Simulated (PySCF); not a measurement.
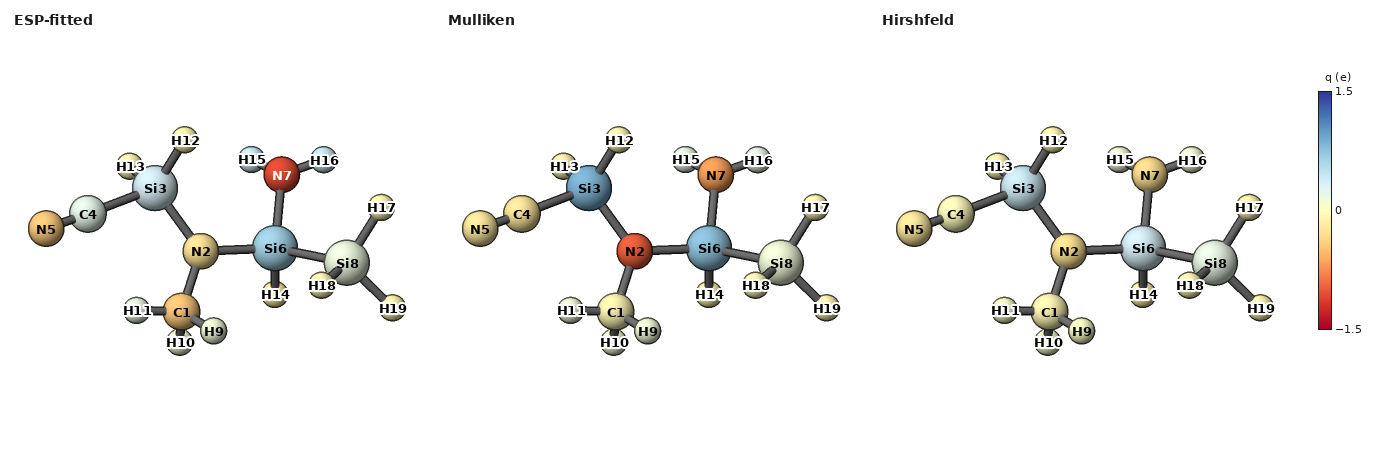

Atomic charges of one calculation by 3 schemes, on one colour scale. Computed geometry: GFN2-xTB optimisation. No frequency run is at hand to confirm it as a minimum. Computed with PBE0/pcSseg-1 (PySCF 2.14.0).

**On which atom do the schemes disagree most?**

On N7 (from −1.04 to −0.31 e).

List the charges (e), one line for each set of equivalent atoms.

```json
{"atom": "C1", "ESP-fitted": "−0.43", "Mulliken": "−0.08", "Hirshfeld": "−0.07"}
{"atom": "N2", "ESP-fitted": "−0.25", "Mulliken": "−0.95", "Hirshfeld": "−0.26"}
{"atom": "Si3", "ESP-fitted": "0.35", "Mulliken": "0.84", "Hirshfeld": "0.40"}
{"atom": "C4", "ESP-fitted": "0.23", "Mulliken": "−0.22", "Hirshfeld": "−0.02"}
{"atom": "N5", "ESP-fitted": "−0.41", "Mulliken": "−0.21", "Hirshfeld": "−0.20"}
{"atom": "Si6", "ESP-fitted": "0.64", "Mulliken": "0.75", "Hirshfeld": "0.34"}
{"atom": "N7", "ESP-fitted": "−1.04", "Mulliken": "−0.65", "Hirshfeld": "−0.31"}
{"atom": "Si8", "ESP-fitted": "0.17", "Mulliken": "0.14", "Hirshfeld": "0.21"}
{"atom": "H9", "ESP-fitted": "0.13", "Mulliken": "0.12", "Hirshfeld": "0.04"}
{"atom": "H10", "ESP-fitted": "0.14", "Mulliken": "0.12", "Hirshfeld": "0.04"}
{"atom": "H11", "ESP-fitted": "0.18", "Mulliken": "0.15", "Hirshfeld": "0.04"}
{"atom": "H12", "ESP-fitted": "−0.06", "Mulliken": "−0.07", "Hirshfeld": "−0.07"}
{"atom": "H13", "ESP-fitted": "−0.07", "Mulliken": "−0.10", "Hirshfeld": "−0.07"}
{"atom": "H14", "ESP-fitted": "−0.16", "Mulliken": "−0.09", "Hirshfeld": "−0.10"}
{"atom": "H15", "ESP-fitted": "0.40", "Mulliken": "0.20", "Hirshfeld": "0.12"}
{"atom": "H16", "ESP-fitted": "0.40", "Mulliken": "0.20", "Hirshfeld": "0.12"}
{"atom": "H17", "ESP-fitted": "−0.06", "Mulliken": "−0.05", "Hirshfeld": "−0.07"}
{"atom": "H18", "ESP-fitted": "−0.06", "Mulliken": "−0.05", "Hirshfeld": "−0.07"}
{"atom": "H19", "ESP-fitted": "−0.09", "Mulliken": "−0.06", "Hirshfeld": "−0.08"}
```

The geometry is semi-empirical. Around Si such bond lengths and angles can be off by a tenth of an ångström or more and by several degrees, and values that hang on the shape move with them.
